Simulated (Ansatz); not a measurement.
GeH3···CH4 (doublet)

Input

```
crystal:
  periodic: [false, false, false]
  atoms:
    - { symbol: Ge, position_ang: [0.000533, 2.0e-06, -0.410371] }
    - { symbol: H, position_ang: [-0.000167, -7.0e-06, 2.34525] }
    - { symbol: H, position_ang: [1.467393, 5.1e-05, -0.866763] }
    - { symbol: H, position_ang: [-0.733015, 1.270351, -0.866538] }
    - { symbol: H, position_ang: [-0.73293, -1.270397, -0.866535] }
    - { symbol: C, position_ang: [-6.0e-05, -2.1e-05, 3.446874] }
    - { symbol: H, position_ang: [-0.556756, -0.866968, 3.807046] }
    - { symbol: H, position_ang: [1.029142, -0.048707, 3.806881] }
    - { symbol: H, position_ang: [-0.472439, 0.915596, 3.807057] }
magnetization:
  spin_polarized: true
  initial_magnetization: 1
basis:
  gaussian: { orbitals: def2-SVP }
hamiltonian:
  xc: { name: BHLYP }
  dispersion: d4
relax:
  f_tol: 0.03
  max_steps: 50
output:
  orbitals: {}
```

Command:

```sh
ansatz run input.yaml --threads 2 --pin off --max-ram 3072MiB --backend cpu --events-out ev --progress --plain --runs-dir out
```

The fields are those of the run's last geometry, not of the input's.

These are results of UKS BHLYP-D4/def2-SVP (Ansatz 0.2.0), not measurements.

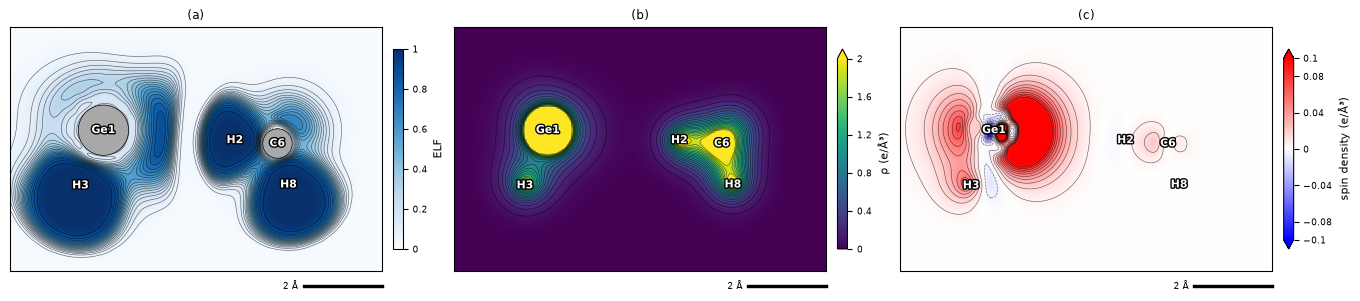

Figure 1. (a) electron localisation function; (b) total electron density; (c) spin density (α minus β) on the plane of atoms H2, C6 and H8. Grey discs cover the atomic cores in the ELF map.

> Describe what can be read from this map.

The section cuts through Ge, H and C sites.
Ge1···H2 (3.38 Å): the density falls to about 0.03 e/Å³ on the way; the ELF dips to about 0 between them; a non-bonded, intermolecular contact.
C–H (1.09 Å): ρ at the midpoint is about 1.9 e/Å³; the ELF climbs to about 1 towards the hydrogen, as it does in any bond to H; an ordinary covalent bond to hydrogen.
Ge–H (1.53 Å): the density is about 1 e/Å³ at the midpoint; the ELF climbs to about 1 towards the hydrogen.
The unpaired spin (1 electron) lies mostly on Ge1 (about 0.8), in electrons by Hirshfeld's partition.

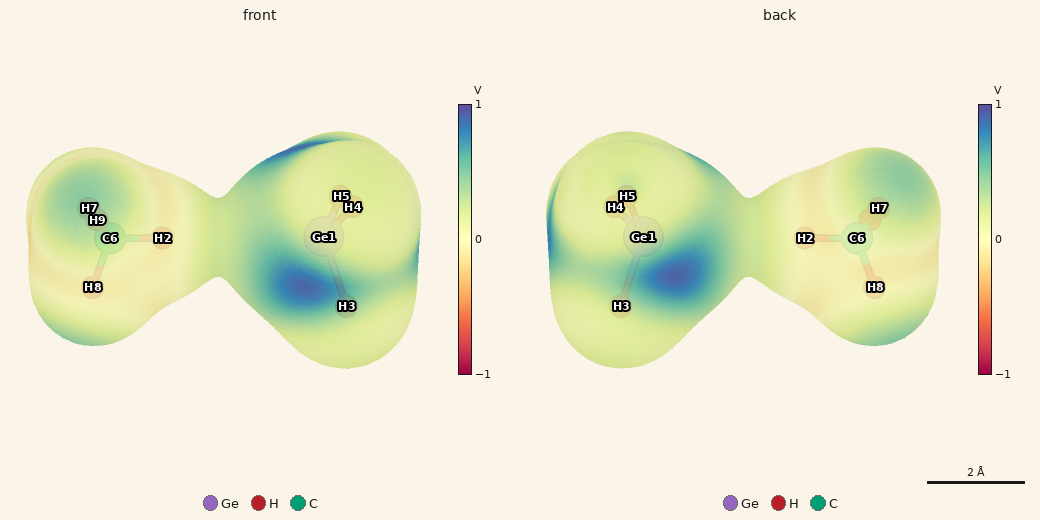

Figure 2. The electrostatic potential painted on the density surface at 0.002 e/bohr³, seen from the front and from behind; red is negative and blue positive.

> Describe the electrostatic potential map.

The most negative region (about −0.1 V) lies over C6, the most positive (about +0.9 V) over Ge1.

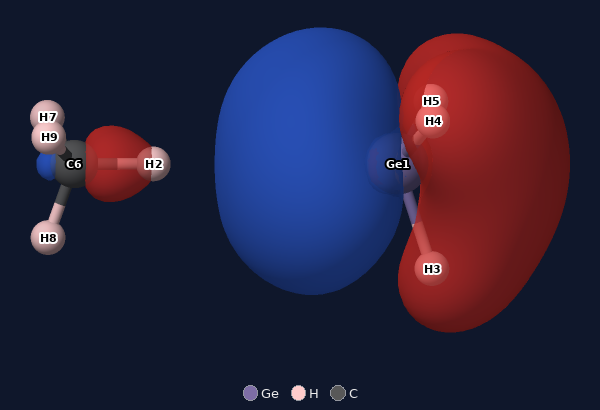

Figure 3. The HOMO (α) at ±0.06 Å⁻³ᐟ² (blue and red are the two phases), seen across its widest extent.

> Describe this orbital and give its energy.

It lies mainly on Ge1 (about 80 %). Its energy is −7.15 eV.
